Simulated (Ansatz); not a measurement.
**C2H3In (SMILES C#[C][InH2]): HF/def2-SVPD (core potential)**

Aim: the vertical electron affinity of C2H3In at HF/def2-SVPD (core potential), from 2 runs. 

The calculation is run with Ansatz 0.2.0.

48 further runs of the same task are left out: 1 that didn't finish, 47 set aside as unsound or not needed.

**1. The system as given**

C2H3In: 6 atoms, total charge 0, spin state singlet. As SMILES, `C#[C][InH2]`. Geometry: relaxed at PBE0-D4/def2-TZVP.

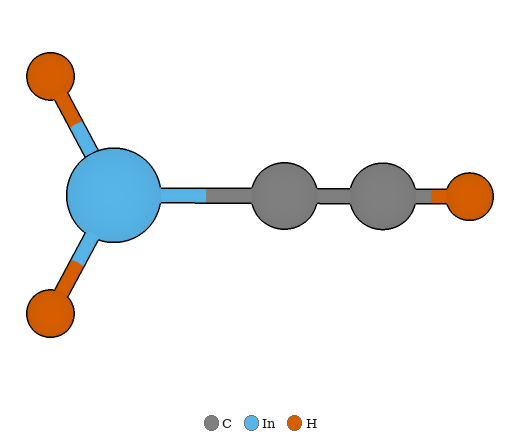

The structure, seen from a chosen angle (carbon grey, indium blue, hydrogen orange).

**2. A single-point energy at HF/def2-SVPD (core potential)**

Contents of molecule.yaml:

```yaml
crystal:
  periodic: [false, false, false]
  atoms:
    - {symbol: C, position_ang: [-0.186600, -1.928000, 0.015100]}
    - {symbol: C, position_ang: [-0.070400, -0.723400, 0.005900]}
    - {symbol: In, position_ang: [0.131900, 1.363900, -0.010600]}
    - {symbol: H, position_ang: [-0.289000, -2.989600, 0.023300]}
    - {symbol: H, position_ang: [0.673500, 2.081500, -1.468800]}
    - {symbol: H, position_ang: [-0.259400, 2.195500, 1.435000]}
basis:
  gaussian:
    orbitals: def2-SVPD
magnetization:
  spin_polarized: false
  initial_magnetization: 0
hamiltonian:
  xc: hf
accuracy: high
output: {orbitals: {seedname: orbitals}}
```

Command:

```sh
$ ansatz run molecule.yaml --threads 1 --pin off --max-ram 3480MiB --events-out events.jsonl --progress --plain --runs-dir runs
```

Standard output:

```text
Warning: RAYON_NUM_THREADS=1 ignored (pool sized by the plan → 1); use --threads N
Functional definition: HF
  name "HF"
  exchange = exact_x
  correlation = 0
2051 factors; integrals over basis functions are off by at most 3.2e-9 eV
mean field evaluation 1: about -7250.8534 eV, gradient 2.4e1 eV
mean field evaluation 2: about -7250.9465 eV, gradient 2.4e1 eV
mean field evaluation 4: about -7252.8548 eV, gradient 2.4e0 eV
mean field evaluation 8: about -7252.8814 eV, gradient 2.3e-4 eV
mean field -7252.88138131 eV, -266.5384745837 hartree, gradient 2.3e-8 eV, S^2 0.000000; 0 other end points of the search recorded, 0 dependent functions left out
reference -7252.88138131 eV, -266.5384745837 hartree; 18, 18 occupied and 78, 78 virtual orbitals, 2051 factors
Total energy: -7252.88138131 eV, -266.5384745837 hartree
```

Run time: 3.3 s. Hardware: 1 thread of Arm Neoverse V2, shared host; peak memory 0.27 GiB.

**3. The doublet anion, same level**

Contents of run.yaml:

```yaml
crystal:
  periodic: [false, false, false]
  atoms:
    - {symbol: C, position_ang: [-0.186600, -1.928000, 0.015100]}
    - {symbol: C, position_ang: [-0.070400, -0.723400, 0.005900]}
    - {symbol: In, position_ang: [0.131900, 1.363900, -0.010600]}
    - {symbol: H, position_ang: [-0.289000, -2.989600, 0.023300]}
    - {symbol: H, position_ang: [0.673500, 2.081500, -1.468800]}
    - {symbol: H, position_ang: [-0.259400, 2.195500, 1.435000]}
basis:
  gaussian:
    orbitals: def2-SVPD
total_charge: -1
magnetization:
  spin_polarized: true
  initial_magnetization: 1
hamiltonian:
  xc: hf
accuracy: high
output: {orbitals: {seedname: orbitals}}
```

Command:

```sh
$ ansatz run run.yaml --threads 1 --pin off --max-ram 3480MiB --events-out events.jsonl --progress --plain --runs-dir runs
```

Standard output:

```text
Warning: RAYON_NUM_THREADS=1 ignored (pool sized by the plan → 1); use --threads N
[... 4 set-up lines as earlier in the session ...]
2051 factors; integrals over basis functions are off by at most 3.2e-9 eV
mean field evaluation 1: about -7251.1383 eV, gradient 1.2e1 eV
mean field evaluation 2: about -7251.2103 eV, gradient 1.2e1 eV
mean field evaluation 4: about -7252.6285 eV, gradient 1.4e0 eV
mean field evaluation 8: about -7252.6600 eV, gradient 2.5e-1 eV
mean field evaluation 16: about -7252.6692 eV, gradient 1.8e-8 eV
mean field evaluation 32: about -7252.1793 eV, gradient 2.9e0 eV
mean field evaluation 64: about -7252.6123 eV, gradient 6.9e-1 eV
mean field evaluation 96: about -7251.4156 eV, gradient 1.6e0 eV
mean field -7252.66924726 eV, -266.5306788012 hartree, gradient 2.3e-8 eV, S^2 0.805763; 0 other end points of the search recorded, 0 dependent functions left out
reference -7252.66924726 eV, -266.5306788012 hartree; 19, 18 occupied and 77, 78 virtual orbitals, 2051 factors
Total energy: -7252.66924726 eV, -266.5306788012 hartree
```

It took 7.5 s on 1 thread of Arm Neoverse V2, shared host; peak memory 0.34 GiB.

**4. Outcome**

Level: HF/def2-SVPD (core potential).

```
                                         quantity          value
                     singlet C2H3In: total energy  -266.53847 Eh
                      singlet C2H3In: HOMO energy      -10.46 eV
                      singlet C2H3In: LUMO energy        0.60 eV
                    singlet C2H3In: HOMO–LUMO gap       11.06 eV
                      doublet anion: total energy  -266.53068 Eh
doublet anion: HOMO energy (highest over α and β)       -0.21 eV
 doublet anion: LUMO energy (lowest over α and β)        4.80 eV
                              doublet anion: ⟨S²⟩          0.806
vertical electron affinity (to the doublet anion)      -0.212 eV
```

What this shows: The anion lies 0.21 eV (4.9 kcal/mol) above the neutral: the electron isn't bound at this level, and such a value depends on the basis. Hartree–Fock misses the correlation that binds many anions.
